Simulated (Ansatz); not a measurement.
Consider B5P.

```
B P
1.0
     3.29657    0.00000    0.00000
    -1.64829    2.85491    0.00000
     0.00000    0.00000    6.32989
B P
5 1
Direct
  0.16609 0.83391 0.95054
  0.16609 0.33219 0.95054
  0.66781 0.83391 0.95054
  0.66667 0.33333 0.52684
  0.66667 0.33333 0.80679
  0.33333 0.66667 0.44257
```

Space group P3m1; a generated structure, not necessarily the stable one.

Theory: DFT PBE, scalar-relativistic, plane waves, PAW in Ansatz 0.2.0.

### What can the converged valence pseudo-density and electron localisation function tell about the bonding?

B–P (1.98 Å): ρ is about 0.85 e/Å³ halfway; the ELF peaks at about 0.95 between the atoms.
B–B (1.77 Å): the density is about 0.83 e/Å³ at the midpoint; the ELF peaks at about 0.95 between the atoms.

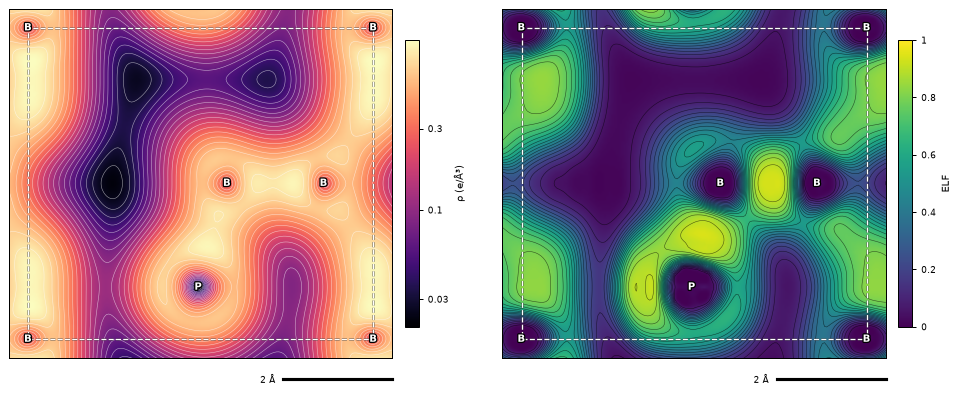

Computed valence pseudo-density and electron localisation function on the (110) plane of the conventional cell, in this order. Atoms just off the plane (B, 0.8 Å away) can leave unmarked features too.
